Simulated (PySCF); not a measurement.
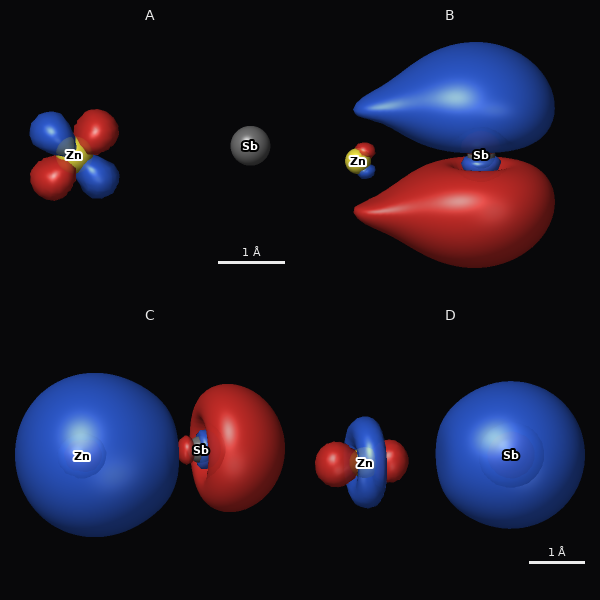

Figure. ZnSb (quartet). Four frontier β-spin orbitals, each drawn at the value that holds 80 % of its norm (blue and red are the two phases), in no order; of a degenerate pair one member is drawn.

Core potentials replace the inner electrons of Sb.

The calculation used PBE0/def2-SVPD, non-relativistic Hamiltonian with scalar-relativistic core potentials where named, at a bond length of 2.783 Å in PySCF.

### Label each orbital by symmetry, say whether it is occupied, and order them by energy.

Orbital A: π, occupied in this spin, −13.37 eV; almost wholly on Zn.
Orbital D: σ, occupied in this spin, −12.68 eV; shared between the atoms (Zn 30 %, Sb 70 %).
Orbital C: σ, occupied in this spin, −6.96 eV; shared between the atoms (Zn 60 %, Sb 40 %).
Orbital B: π, empty in this spin, −2.83 eV; mainly on Sb (85 %).
